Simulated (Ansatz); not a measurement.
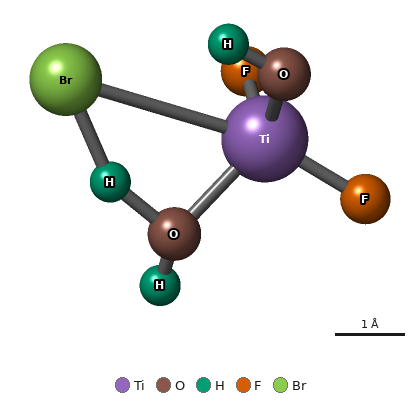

**Figure 1.** The structure as given in the input (ball-and-stick view, seen at a tilt). Sticks mark near contacts. Bond lengths as drawn: Br–H 1.68 Å, Br–Ti 3.18 Å, F–Ti 1.74 to 1.75 Å, H–O 0.98 to 1.25 Å and O–Ti 1.77 to 1.93 Å.

## TiH₃BrO₂F₂: molecular dynamics (part 1 of 3)

System: TiH₃BrO₂F₂.
Method: RKS PBE-D4/def2-SVP (Ansatz 0.2.0).

It belongs to a series of runs on one base structure; here: dynamics from the highest image of the converged band.

**What the program printed**
```
Engine: ansatz 0.2.0, aarch64-unknown-linux-gnu
Functional definition: PBE
  parameter kappa = 0.804
  parameter beta = 0.06672455060314922
  exchange = pbe_x(kappa = kappa, mu = beta*pi^2/3)
  correlation = pbe_c(beta = beta)
1481 factors; their error is unknown
mean field evaluation 1: about -102686.7067 eV, gradient 9.2e1 eV
mean field evaluation 2: about -102210.5617 eV, gradient 4.6e2 eV
mean field evaluation 4: about -102691.5644 eV, gradient 7.1e1 eV
mean field evaluation 8: about -102701.1201 eV, gradient 1.6e0 eV
mean field evaluation 16: about -102701.0370 eV, gradient 6.1e-3 eV
mean field -102701.03703659 eV, -3774.1934978315 hartree, gradient 5.0e-5 eV, S^2 0.000000; 0 other end points of the search recorded, 0 dependent functions left out
the calculation of the forces begins
reference -102701.03713317 eV, -3774.1935013808 hartree; 47, 47 occupied and 87, 87 virtual orbitals, 1481 factors
md step     0: t =     0.00 fs  T =   100.0 K  F+E_penalty+E_count = -102701.26459870 eV  E_kin = 0.090482 eV  conserved = -102701.17411670 eV  (34 SCF iters)
these checks for a lower state are left out or cut short: starts, cluster_reference, orbital_swaps, neighbouring_geometries, increment
1481 factors; their error is unknown
mean field -102701.03516950 eV, -3774.1934292173 hartree, gradient 2.0e-5 eV, S^2 0.000000; 0 other end points of the search recorded, 0 dependent functions left out
the calculation of the forces begins
reference -102701.03526613 eV, -3774.1934327683 hartree; 47, 47 occupied and 87, 87 virtual orbitals, 1481 factors
md step     1: t =     0.50 fs  T =    98.0 K  F+E_penalty+E_count = -102701.26271872 eV  E_kin = 0.088642 eV  conserved = -102701.17407645 eV  (34 SCF iters)
[... from here on the SCF iterations and repeated set-up lines of each step are left out, up to the last step ...]
md step     2: t =     1.00 fs  T =    92.7 K  F+E_penalty+E_count = -102701.25783657 eV  E_kin = 0.083897 eV  conserved = -102701.17393966 eV  (34 SCF iters)
md step     3: t =     1.50 fs  T =    86.6 K  F+E_penalty+E_count = -102701.25210970 eV  E_kin = 0.078338 eV  conserved = -102701.17377154 eV  (34 SCF iters)
md step     4: t =     2.00 fs  T =    82.3 K  F+E_penalty+E_count = -102701.24813938 eV  E_kin = 0.074472 eV  conserved = -102701.17366692 eV  (33 SCF iters)
md step     5: t =     2.50 fs  T =    81.6 K  F+E_penalty+E_count = -102701.24753079 eV  E_kin = 0.073842 eV  conserved = -102701.17368869 eV  (34 SCF iters)
md step     6: t =     3.00 fs  T =    84.1 K  F+E_penalty+E_count = -102701.24995183 eV  E_kin = 0.076131 eV  conserved = -102701.17382124 eV  (34 SCF iters)
md step     7: t =     3.50 fs  T =    87.7 K  F+E_penalty+E_count = -102701.25336719 eV  E_kin = 0.079385 eV  conserved = -102701.17398236 eV  (33 SCF iters)
md step     8: t =     4.00 fs  T =    89.7 K  F+E_penalty+E_count = -102701.25526591 eV  E_kin = 0.081182 eV  conserved = -102701.17408405 eV  (34 SCF iters)
md step     9: t =     4.50 fs  T =    88.3 K  F+E_penalty+E_count = -102701.25401138 eV  E_kin = 0.079928 eV  conserved = -102701.17408346 eV  (34 SCF iters)
md step    10: t =     5.00 fs  T =    83.5 K  F+E_penalty+E_count = -102701.24953287 eV  E_kin = 0.075539 eV  conserved = -102701.17399373 eV  (33 SCF iters)
md step    11: t =     5.50 fs  T =    76.6 K  F+E_penalty+E_count = -102701.24316247 eV  E_kin = 0.069300 eV  conserved = -102701.17386248 eV  (34 SCF iters)
md step    12: t =     6.00 fs  T =    69.8 K  F+E_penalty+E_count = -102701.23691541 eV  E_kin = 0.063172 eV  conserved = -102701.17374335 eV  (34 SCF iters)
md step    13: t =     6.50 fs  T =    65.2 K  F+E_penalty+E_count = -102701.23264209 eV  E_kin = 0.058963 eV  conserved = -102701.17367877 eV  (34 SCF iters)
md step    14: t =     7.00 fs  T =    63.7 K  F+E_penalty+E_count = -102701.23135411 eV  E_kin = 0.057665 eV  conserved = -102701.17368904 eV  (34 SCF iters)
md step    15: t =     7.50 fs  T =    65.3 K  F+E_penalty+E_count = -102701.23288838 eV  E_kin = 0.059117 eV  conserved = -102701.17377114 eV  (34 SCF iters)
md step    16: t =     8.00 fs  T =    68.6 K  F+E_penalty+E_count = -102701.23596157 eV  E_kin = 0.062065 eV  conserved = -102701.17389684 eV  (34 SCF iters)
md step    17: t =     8.50 fs  T =    71.4 K  F+E_penalty+E_count = -102701.23862566 eV  E_kin = 0.064608 eV  conserved = -102701.17401783 eV  (34 SCF iters)
md step    18: t =     9.00 fs  T =    71.8 K  F+E_penalty+E_count = -102701.23904195 eV  E_kin = 0.064965 eV  conserved = -102701.17407657 eV  (34 SCF iters)
md step    19: t =     9.50 fs  T =    68.9 K  F+E_penalty+E_count = -102701.23635995 eV  E_kin = 0.062325 eV  conserved = -102701.17403537 eV  (34 SCF iters)
md step    20: t =    10.00 fs  T =    63.4 K  F+E_penalty+E_count = -102701.23128964 eV  E_kin = 0.057389 eV  conserved = -102701.17390094 eV  (34 SCF iters)
md step    21: t =    10.50 fs  T =    57.7 K  F+E_penalty+E_count = -102701.22595096 eV  E_kin = 0.052212 eV  conserved = -102701.17373875 eV  (34 SCF iters)
md step    22: t =    11.00 fs  T =    54.4 K  F+E_penalty+E_count = -102701.22285413 eV  E_kin = 0.049212 eV  conserved = -102701.17364165 eV  (34 SCF iters)
md step    23: t =    11.50 fs  T =    55.1 K  F+E_penalty+E_count = -102701.22349066 eV  E_kin = 0.049821 eV  conserved = -102701.17366944 eV  (34 SCF iters)
md step    24: t =    12.00 fs  T =    59.3 K  F+E_penalty+E_count = -102701.22744043 eV  E_kin = 0.053636 eV  conserved = -102701.17380408 eV  (34 SCF iters)
md step    25: t =    12.50 fs  T =    64.8 K  F+E_penalty+E_count = -102701.23263868 eV  E_kin = 0.058674 eV  conserved = -102701.17396459 eV  (34 SCF iters)
md step    26: t =    13.00 fs  T =    69.1 K  F+E_penalty+E_count = -102701.23659019 eV  E_kin = 0.062525 eV  conserved = -102701.17406557 eV  (34 SCF iters)
md step    27: t =    13.50 fs  T =    70.3 K  F+E_penalty+E_count = -102701.23767649 eV  E_kin = 0.063609 eV  conserved = -102701.17406726 eV  (34 SCF iters)
md step    28: t =    14.00 fs  T =    68.3 K  F+E_penalty+E_count = -102701.23580401 eV  E_kin = 0.061821 eV  conserved = -102701.17398334 eV  (34 SCF iters)
md step    29: t =    14.50 fs  T =    64.5 K  F+E_penalty+E_count = -102701.23222867 eV  E_kin = 0.058369 eV  conserved = -102701.17386009 eV  (34 SCF iters)
md step    30: t =    15.00 fs  T =    60.9 K  F+E_penalty+E_count = -102701.22885443 eV  E_kin = 0.055105 eV  conserved = -102701.17374902 eV  (34 SCF iters)
md step    31: t =    15.50 fs  T =    59.4 K  F+E_penalty+E_count = -102701.22741887 eV  E_kin = 0.053729 eV  conserved = -102701.17369017 eV  (34 SCF iters)
md step    32: t =    16.00 fs  T =    61.0 K  F+E_penalty+E_count = -102701.22885207 eV  E_kin = 0.055149 eV  conserved = -102701.17370317 eV  (34 SCF iters)
md step    33: t =    16.50 fs  T =    65.4 K  F+E_penalty+E_count = -102701.23295497 eV  E_kin = 0.059170 eV  conserved = -102701.17378537 eV  (34 SCF iters)
md step    34: t =    17.00 fs  T =    71.3 K  F+E_penalty+E_count = -102701.23844944 eV  E_kin = 0.064540 eV  conserved = -102701.17390956 eV  (34 SCF iters)
md step    35: t =    17.50 fs  T =    76.7 K  F+E_penalty+E_count = -102701.24341539 eV  E_kin = 0.069387 eV  conserved = -102701.17402877 eV  (34 SCF iters)
md step    36: t =    18.00 fs  T =    79.5 K  F+E_penalty+E_count = -102701.24604383 eV  E_kin = 0.071956 eV  conserved = -102701.17408754 eV  (34 SCF iters)
md step    37: t =    18.50 fs  T =    79.0 K  F+E_penalty+E_count = -102701.24549560 eV  E_kin = 0.071448 eV  conserved = -102701.17404717 eV  (34 SCF iters)
md step    38: t =    19.00 fs  T =    75.8 K  F+E_penalty+E_count = -102701.24247058 eV  E_kin = 0.068555 eV  conserved = -102701.17391545 eV  (34 SCF iters)
md step    39: t =    19.50 fs  T =    72.2 K  F+E_penalty+E_count = -102701.23905220 eV  E_kin = 0.065296 eV  conserved = -102701.17375655 eV  (35 SCF iters)
md step    40: t =    20.00 fs  T =    70.8 K  F+E_penalty+E_count = -102701.23770025 eV  E_kin = 0.064038 eV  conserved = -102701.17366241 eV  (34 SCF iters)
md step    41: t =    20.50 fs  T =    73.1 K  F+E_penalty+E_count = -102701.23986171 eV  E_kin = 0.066171 eV  conserved = -102701.17369082 eV  (35 SCF iters)
md step    42: t =    21.00 fs  T =    78.8 K  F+E_penalty+E_count = -102701.24510664 eV  E_kin = 0.071284 eV  conserved = -102701.17382258 eV  (35 SCF iters)
md step    43: t =    21.50 fs  T =    85.6 K  F+E_penalty+E_count = -102701.25141119 eV  E_kin = 0.077434 eV  conserved = -102701.17397746 eV  (35 SCF iters)
md step    44: t =    22.00 fs  T =    90.9 K  F+E_penalty+E_count = -102701.25636063 eV  E_kin = 0.082288 eV  conserved = -102701.17407248 eV  (35 SCF iters)
md step    45: t =    22.50 fs  T =    93.2 K  F+E_penalty+E_count = -102701.25842137 eV  E_kin = 0.084351 eV  conserved = -102701.17407000 eV  (35 SCF iters)
md step    46: t =    23.00 fs  T =    92.4 K  F+E_penalty+E_count = -102701.25755236 eV  E_kin = 0.083567 eV  conserved = -102701.17398533 eV  (34 SCF iters)
md step    47: t =    23.50 fs  T =    89.7 K  F+E_penalty+E_count = -102701.25500733 eV  E_kin = 0.081143 eV  conserved = -102701.17386454 eV  (34 SCF iters)
md step    48: t =    24.00 fs  T =    87.2 K  F+E_penalty+E_count = -102701.25263705 eV  E_kin = 0.078879 eV  conserved = -102701.17375767 eV  (34 SCF iters)
md step    49: t =    24.50 fs  T =    86.6 K  F+E_penalty+E_count = -102701.25209941 eV  E_kin = 0.078397 eV  conserved = -102701.17370256 eV  (35 SCF iters)
md step    50: t =    25.00 fs  T =    89.0 K  F+E_penalty+E_count = -102701.25425343 eV  E_kin = 0.080537 eV  conserved = -102701.17371689 eV  (35 SCF iters)
md step    51: t =    25.50 fs  T =    94.0 K  F+E_penalty+E_count = -102701.25886785 eV  E_kin = 0.085071 eV  conserved = -102701.17379695 eV  (35 SCF iters)
md step    52: t =    26.00 fs  T =   100.3 K  F+E_penalty+E_count = -102701.26468433 eV  E_kin = 0.090767 eV  conserved = -102701.17391741 eV  (34 SCF iters)
md step    53: t =    26.50 fs  T =   105.9 K  F+E_penalty+E_count = -102701.26983708 eV  E_kin = 0.095804 eV  conserved = -102701.17403290 eV  (34 SCF iters)
md step    54: t =    27.00 fs  T =   108.8 K  F+E_penalty+E_count = -102701.27257200 eV  E_kin = 0.098481 eV  conserved = -102701.17409087 eV  (34 SCF iters)
md step    55: t =    27.50 fs  T =   108.3 K  F+E_penalty+E_count = -102701.27206241 eV  E_kin = 0.098008 eV  conserved = -102701.17405420 eV  (34 SCF iters)
md step    56: t =    28.00 fs  T =   105.0 K  F+E_penalty+E_count = -102701.26895277 eV  E_kin = 0.095023 eV  conserved = -102701.17392992 eV  (33 SCF iters)
md step    57: t =    28.50 fs  T =   101.0 K  F+E_penalty+E_count = -102701.26521037 eV  E_kin = 0.091430 eV  conserved = -102701.17378022 eV  (34 SCF iters)
md step    58: t =    29.00 fs  T =    98.9 K  F+E_penalty+E_count = -102701.26315348 eV  E_kin = 0.089460 eV  conserved = -102701.17369387 eV  (34 SCF iters)
md step    59: t =    29.50 fs  T =    99.9 K  F+E_penalty+E_count = -102701.26411166 eV  E_kin = 0.090386 eV  conserved = -102701.17372605 eV  (34 SCF iters)
md step    60: t =    30.00 fs  T =   103.6 K  F+E_penalty+E_count = -102701.26760147 eV  E_kin = 0.093745 eV  conserved = -102701.17385648 eV  (36 SCF iters)
md step    61: t =    30.50 fs  T =   107.9 K  F+E_penalty+E_count = -102701.27162815 eV  E_kin = 0.097623 eV  conserved = -102701.17400505 eV  (34 SCF iters)
md step    62: t =    31.00 fs  T =   110.3 K  F+E_penalty+E_count = -102701.27388775 eV  E_kin = 0.099798 eV  conserved = -102701.17408956 eV  (34 SCF iters)
md step    63: t =    31.50 fs  T =   109.4 K  F+E_penalty+E_count = -102701.27302377 eV  E_kin = 0.098949 eV  conserved = -102701.17407436 eV  (34 SCF iters)
md step    64: t =    32.00 fs  T =   105.2 K  F+E_penalty+E_count = -102701.26920770 eV  E_kin = 0.095230 eV  conserved = -102701.17397730 eV  (34 SCF iters)
md step    65: t =    32.50 fs  T =    99.5 K  F+E_penalty+E_count = -102701.26389884 eV  E_kin = 0.090051 eV  conserved = -102701.17384734 eV  (34 SCF iters)
md step    66: t =    33.00 fs  T =    94.3 K  F+E_penalty+E_count = -102701.25909998 eV  E_kin = 0.085363 eV  conserved = -102701.17373675 eV  (34 SCF iters)
md step    67: t =    33.50 fs  T =    91.6 K  F+E_penalty+E_count = -102701.25653262 eV  E_kin = 0.082849 eV  conserved = -102701.17368397 eV  (34 SCF iters)
md step    68: t =    34.00 fs  T =    92.1 K  F+E_penalty+E_count = -102701.25702252 eV  E_kin = 0.083317 eV  conserved = -102701.17370525 eV  (34 SCF iters)
md step    69: t =    34.50 fs  T =    95.5 K  F+E_penalty+E_count = -102701.26023368 eV  E_kin = 0.086440 eV  conserved = -102701.17379348 eV  (34 SCF iters)
md step    70: t =    35.00 fs  T =   100.4 K  F+E_penalty+E_count = -102701.26478661 eV  E_kin = 0.090868 eV  conserved = -102701.17391817 eV  (34 SCF iters)
md step    71: t =    35.50 fs  T =   104.7 K  F+E_penalty+E_count = -102701.26874977 eV  E_kin = 0.094719 eV  conserved = -102701.17403106 eV  (34 SCF iters)
md step    72: t =    36.00 fs  T =   106.5 K  F+E_penalty+E_count = -102701.27041243 eV  E_kin = 0.096334 eV  conserved = -102701.17407835 eV  (34 SCF iters)
md step    73: t =    36.50 fs  T =   105.1 K  F+E_penalty+E_count = -102701.26911401 eV  E_kin = 0.095088 eV  conserved = -102701.17402628 eV  (35 SCF iters)
md step    74: t =    37.00 fs  T =   101.5 K  F+E_penalty+E_count = -102701.26573399 eV  E_kin = 0.091845 eV  conserved = -102701.17388908 eV  (35 SCF iters)
md step    75: t =    37.50 fs  T =    98.0 K  F+E_penalty+E_count = -102701.26243333 eV  E_kin = 0.088697 eV  conserved = -102701.17373640 eV  (34 SCF iters)
md step    76: t =    38.00 fs  T =    97.2 K  F+E_penalty+E_count = -102701.26157123 eV  E_kin = 0.087912 eV  conserved = -102701.17365900 eV  (35 SCF iters)
md step    77: t =    38.50 fs  T =   100.2 K  F+E_penalty+E_count = -102701.26433418 eV  E_kin = 0.090628 eV  conserved = -102701.17370662 eV  (35 SCF iters)
md step    78: t =    39.00 fs  T =   106.3 K  F+E_penalty+E_count = -102701.26999352 eV  E_kin = 0.096144 eV  conserved = -102701.17384970 eV  (35 SCF iters)
md step    79: t =    39.50 fs  T =   113.1 K  F+E_penalty+E_count = -102701.27634584 eV  E_kin = 0.102344 eV  conserved = -102701.17400215 eV  (34 SCF iters)
md step    80: t =    40.00 fs  T =   118.2 K  F+E_penalty+E_count = -102701.28100696 eV  E_kin = 0.106924 eV  conserved = -102701.17408285 eV  (34 SCF iters)
md step    81: t =    40.50 fs  T =   120.0 K  F+E_penalty+E_count = -102701.28265970 eV  E_kin = 0.108598 eV  conserved = -102701.17406145 eV  (34 SCF iters)
md step    82: t =    41.00 fs  T =   118.9 K  F+E_penalty+E_count = -102701.28155681 eV  E_kin = 0.107596 eV  conserved = -102701.17396121 eV  (36 SCF iters)
md step    83: t =    41.50 fs  T =   116.4 K  F+E_penalty+E_count = -102701.27919840 eV  E_kin = 0.105365 eV  conserved = -102701.17383388 eV  (34 SCF iters)
md step    84: t =    42.00 fs  T =   114.7 K  F+E_penalty+E_count = -102701.27754354 eV  E_kin = 0.103812 eV  conserved = -102701.17373142 eV  (34 SCF iters)
md step    85: t =    42.50 fs  T =   115.5 K  F+E_penalty+E_count = -102701.27818694 eV  E_kin = 0.104497 eV  conserved = -102701.17369010 eV  (35 SCF iters)
md step    86: t =    43.00 fs  T =   119.4 K  F+E_penalty+E_count = -102701.28177781 eV  E_kin = 0.108055 eV  conserved = -102701.17372284 eV  (35 SCF iters)
md step    87: t =    43.50 fs  T =   126.0 K  F+E_penalty+E_count = -102701.28780390 eV  E_kin = 0.113985 eV  conserved = -102701.17381906 eV  (35 SCF iters)
md step    88: t =    44.00 fs  T =   133.5 K  F+E_penalty+E_count = -102701.29476219 eV  E_kin = 0.120816 eV  conserved = -102701.17394601 eV  (35 SCF iters)
md step    89: t =    44.50 fs  T =   140.0 K  F+E_penalty+E_count = -102701.30069110 eV  E_kin = 0.126637 eV  conserved = -102701.17405385 eV  (34 SCF iters)
md step    90: t =    45.00 fs  T =   143.5 K  F+E_penalty+E_count = -102701.30396415 eV  E_kin = 0.129875 eV  conserved = -102701.17408933 eV  (34 SCF iters)
md step    91: t =    45.50 fs  T =   143.8 K  F+E_penalty+E_count = -102701.30410757 eV  E_kin = 0.130086 eV  conserved = -102701.17402181 eV  (34 SCF iters)
md step    92: t =    46.00 fs  T =   141.9 K  F+E_penalty+E_count = -102701.30224294 eV  E_kin = 0.128373 eV  conserved = -102701.17386993 eV  (34 SCF iters)
md step    93: t =    46.50 fs  T =   140.4 K  F+E_penalty+E_count = -102701.30075802 eV  E_kin = 0.127050 eV  conserved = -102701.17370802 eV  (34 SCF iters)
md step    94: t =    47.00 fs  T =   142.0 K  F+E_penalty+E_count = -102701.30215237 eV  E_kin = 0.128522 eV  conserved = -102701.17362997 eV  (34 SCF iters)
md step    95: t =    47.50 fs  T =   148.0 K  F+E_penalty+E_count = -102701.30762173 eV  E_kin = 0.133936 eV  conserved = -102701.17368525 eV  (34 SCF iters)
md step    96: t =    48.00 fs  T =   157.5 K  F+E_penalty+E_count = -102701.31631617 eV  E_kin = 0.142474 eV  conserved = -102701.17384203 eV  (34 SCF iters)
md step    97: t =    48.50 fs  T =   167.8 K  F+E_penalty+E_count = -102701.32581817 eV  E_kin = 0.151808 eV  conserved = -102701.17401018 eV  (33 SCF iters)
md step    98: t =    49.00 fs  T =   176.2 K  F+E_penalty+E_count = -102701.33349851 eV  E_kin = 0.159394 eV  conserved = -102701.17410442 eV  (33 SCF iters)
md step    99: t =    49.50 fs  T =   181.0 K  F+E_penalty+E_count = -102701.33782911 eV  E_kin = 0.163738 eV  conserved = -102701.17409125 eV  (33 SCF iters)
md step   100: t =    50.00 fs  T =   182.3 K  F+E_penalty+E_count = -102701.33893806 eV  E_kin = 0.164946 eV  conserved = -102701.17399203 eV  (34 SCF iters)
```
